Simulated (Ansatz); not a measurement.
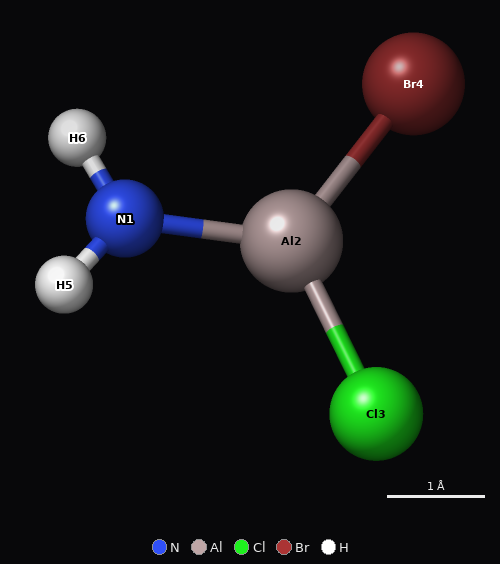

Figure 1. The input geometry of run 1 (ball-and-stick view, seen at a tilt; atoms are numbered from 1 in the order of the input). Sticks mark near contacts.

**AlNH$_{2}$BrCl: a changed input and its effect**

System: AlNH$_{2}$BrCl.
Method of run 1: RKS revPBE-D4/def2-TZVPP (Ansatz 0.2.0).

The geometry comes from this level: PBE0-D4/def2-TZVP. Text and figures count atoms from 1; the logs count them from 0 in places.

## The input, run 1
```yaml
crystal:
  periodic: [false, false, false]
  atoms:
    - {symbol: N, position_ang: [-0.060198, 1.030306, -0.052287]}
    - {symbol: Al, position_ang: [0.078081, -0.708395, 0.049241]}
    - {symbol: Cl, position_ang: [1.403943, -1.566664, 1.407072]}
    - {symbol: Br, position_ang: [-1.168974, -2.010925, -1.279060]}
    - {symbol: H, position_ang: [0.466841, 1.676676, 0.511361]}
    - {symbol: H, position_ang: [-0.677492, 1.514902, -0.682427]}
basis:
  gaussian: {orbitals: def2-TZVPP}
hamiltonian: {xc: {name: revPBE}, dispersion: d4}
output: {orbitals: {seedname: orbitals}}
```

Hardware: 2 CPU threads, shared host.

## Output (run 1)
```
Functional definition: revPBE
  parameter kappa = 1.245
  parameter beta = 0.06672455060314922
  exchange = pbe_x(kappa = kappa, mu = beta*pi^2/3)
  correlation = pbe_c(beta = beta)
1212 factors; their error is unknown
mean field evaluation 1: about -90673.7684 eV, gradient 7.5e1 eV
mean field evaluation 2: about -90620.9986 eV, gradient 1.4e2 eV
mean field evaluation 4: about -90684.0888 eV, gradient 1.5e1 eV
mean field evaluation 8: about -90684.5020 eV, gradient 7.5e-2 eV
mean field evaluation 16: about -90684.4667 eV, gradient 5.3e-5 eV
mean field -90684.46672325 eV, -3332.5926839402 hartree, gradient 5.3e-5 eV, S^2 0.000000; 0 other end points of the search recorded, 0 dependent functions left out
reference -90684.46677062 eV, -3332.5926856811 hartree; 37, 37 occupied and 154, 154 virtual orbitals, 1212 factors
Total energy: -90684.83643525 eV, -3332.6062706057 hartree
```

For run 2 the input was changed thus:
```diff
-hamiltonian: {xc: {name: revPBE}, dispersion: d4}
+hamiltonian: {xc: lda}
```

Predict how the results change.

The total energies belong to different models, so their difference says nothing on which is more stable or more accurate. The HOMO goes from −6.52 to −6.79 eV. The LUMO goes from −1.40 to −1.80 eV.

## Output (run 2)
```
Functional definition: SPW92
  exchange = slater_x
  correlation = pw_c
1212 factors; their error is unknown
mean field evaluation 1: about -90505.1016 eV, gradient 7.9e1 eV
mean field evaluation 2: about -90446.8167 eV, gradient 1.4e2 eV
mean field evaluation 4: about -90516.0987 eV, gradient 1.6e1 eV
mean field evaluation 8: about -90516.6304 eV, gradient 9.9e-2 eV
mean field evaluation 16: about -90516.5951 eV, gradient 5.4e-5 eV
mean field -90516.59509702 eV, -3326.4235154638 hartree, gradient 5.4e-5 eV, S^2 0.000000; 0 other end points of the search recorded, 0 dependent functions left out
reference -90516.59513301 eV, -3326.4235167864 hartree; 37, 37 occupied and 154, 154 virtual orbitals, 1212 factors
Total energy: -90516.59513301 eV, -3326.4235167864 hartree
```

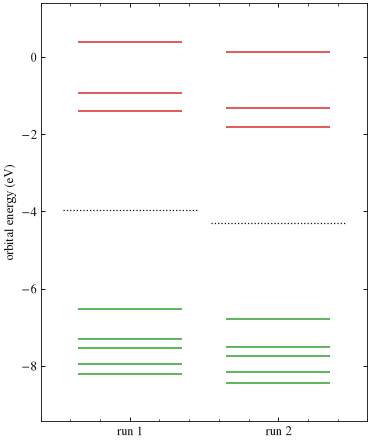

Figure 2. The five highest filled and three lowest empty orbital energies of the two runs; the dotted lines part filled from empty levels. The HOMO–LUMO gap is 5.12 eV in run 1 and 4.99 eV in run 2.

## The two runs side by side

| quantity | run 1 | run 2 |
| --- | --- | --- |
| outcome | converged | converged |
| total energy (hartree) | −3332.606271 | −3326.423517 |
| HOMO (eV) | −6.52 | −6.79 |
| LUMO (eV) | −1.40 | −1.80 |
| basis functions | 191 | 191 |
| wall time (shared host) | 1.7 s | 1.1 s |
